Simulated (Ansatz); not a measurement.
Partial pair distribution functions of a relaxed model of amorphous Si$_{30}$B$_{6}$O$_{69}$, broadened by 0.06 Å; density 2.18 g/cm³. The numbers are results of PBE, scalar-relativistic without spin-orbit coupling (plane waves to 420 eV, PAW; Ansatz, an electronic-structure program), not measurements.

Preparation: random packing, a CHGNet melt and quench, and a DFT relaxation. O atoms were pushed apart under 1.9 Å during the dynamics, to hinder bonds among them. The hot cell started wider than the set density and was brought back towards it in steps. It is the lowest in DFT energy of 4 quenches. It is a model cell: composition and starting density were chosen by hand, and all elements were melted together. No dispersion term was used. Its density started from a set value of 2.25 and ended at 2.18 g/cm³. Cooling (nominally 180 K/ps over its main leg) ran many orders faster than in experiment, which tends to leave more defects and strain. A cell of this size samples the disorder only roughly. The volume was free in the relaxation, at fixed shape. Stress components on the final sampling reach 1.3 GPa.

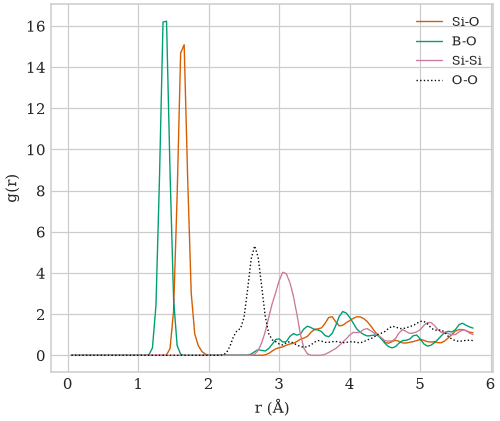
Figure: Partial pair distribution functions

Highest peaks under 4.5 Å: Si-O near 1.65 Å, B-O near 1.40 Å, Si-Si near 3.05 Å, O-O near 2.65 Å; pairs of few atoms are noisy.

Within 2.00 Å each Si has 4.03 O neighbours on average.
